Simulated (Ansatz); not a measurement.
Bond stretch in LiBr, singlet.

Computed with: RCCSD = Ansatz (an electronic-structure program) with CCSD on RHF/aug-cc-pVTZ, cores with 3d frozen; RKS-PBE = restricted PBE/aug-cc-pVTZ (Ansatz); RKS-PBE0 = Ansatz with restricted PBE0/aug-cc-pVTZ; RHF/aug-cc-pVTZ (Ansatz).

Energies are in kJ/mol, each relative to the lowest point of its own curve near equilibrium.

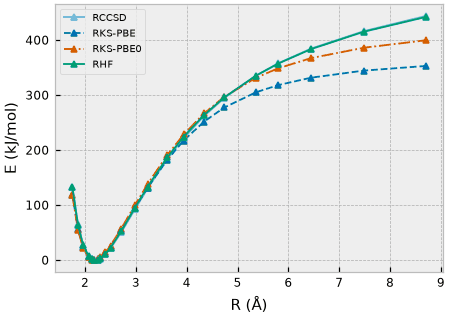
Fig. 1. Energy against bond length for each method.

```json
[
 {"R / Å": "1.75", "RCCSD": "133.0", "RKS-PBE": "118.9", "RKS-PBE0": "118.0", "RHF": "132.0"},
 {"R / Å": "1.86", "RCCSD": "64.9", "RKS-PBE": "56.2", "RKS-PBE0": "55.2", "RHF": "63.9"},
 {"R / Å": "1.96", "RCCSD": "28.2", "RKS-PBE": "23.2", "RKS-PBE0": "22.3", "RHF": "27.5"},
 {"R / Å": "2.07", "RCCSD": "7.1", "RKS-PBE": "5.1", "RKS-PBE0": "4.6", "RHF": "6.7"},
 {"R / Å": "2.13", "RCCSD": "1.7", "RKS-PBE": "1.0", "RKS-PBE0": "0.8", "RHF": "1.5"},
 {"R / Å": "2.17", "RCCSD": "0.0", "RKS-PBE": "0.0", "RKS-PBE0": "0.0", "RHF": "0.0"},
 {"R / Å": "2.25", "RCCSD": "0.2", "RKS-PBE": "1.4", "RKS-PBE0": "1.8", "RHF": "0.6"},
 {"R / Å": "2.30", "RCCSD": "2.4", "RKS-PBE": "4.1", "RKS-PBE0": "4.8", "RHF": "2.9"},
 {"R / Å": "2.40", "RCCSD": "10.1", "RKS-PBE": "12.7", "RKS-PBE0": "14.0", "RHF": "11.1"},
 {"R / Å": "2.50", "RCCSD": "21.1", "RKS-PBE": "24.3", "RKS-PBE0": "26.2", "RHF": "22.5"},
 {"R / Å": "2.71", "RCCSD": "50.3", "RKS-PBE": "53.7", "RKS-PBE0": "57.0", "RHF": "52.5"},
 {"R / Å": "2.98", "RCCSD": "92.2", "RKS-PBE": "94.9", "RKS-PBE0": "99.8", "RHF": "95.0"},
 {"R / Å": "3.23", "RCCSD": "130.3", "RKS-PBE": "131.7", "RKS-PBE0": "138.0", "RHF": "133.4"},
 {"R / Å": "3.62", "RCCSD": "184.1", "RKS-PBE": "182.6", "RKS-PBE0": "191.3", "RHF": "187.0"},
 {"R / Å": "3.94", "RCCSD": "221.9", "RKS-PBE": "217.2", "RKS-PBE0": "228.3", "RHF": "224.4"},
 {"R / Å": "4.34", "RCCSD": "261.8", "RKS-PBE": "251.6", "RKS-PBE0": "266.5", "RHF": "263.6"},
 {"R / Å": "4.74", "RCCSD": "294.8", "RKS-PBE": "277.4", "RKS-PBE0": "296.8", "RHF": "295.8"},
 {"R / Å": "5.36", "RCCSD": "335.0", "RKS-PBE": "304.9", "RKS-PBE0": "331.2", "RHF": "335.2"},
 {"R / Å": "5.80", "RCCSD": "357.6", "RKS-PBE": "318.1", "RKS-PBE0": "348.6", "RHF": "357.2"},
 {"R / Å": "6.45", "RCCSD": "384.5", "RKS-PBE": "331.5", "RKS-PBE0": "367.1", "RHF": "383.6"},
 {"R / Å": "7.48", "RCCSD": "416.0", "RKS-PBE": "344.3", "RKS-PBE0": "385.9", "RHF": "415.0"},
 {"R / Å": "8.70", "RCCSD": "443.6", "RKS-PBE": "352.8", "RKS-PBE0": "399.5", "RHF": "441.8"}
]
```

At the longest distance, 8.70 Å, RCCSD lies highest above its minimum (443.6 kJ/mol) and RKS-PBE lowest (352.8 kJ/mol).

The T1 diagnostic of CCSD on the restricted reference of RCCSD exceeds 0.045 at 7.48 Å. The restricted form behind RKS-PBE, RKS-PBE0, RHF keeps the bonding electrons paired and can't separate into open-shell fragments.
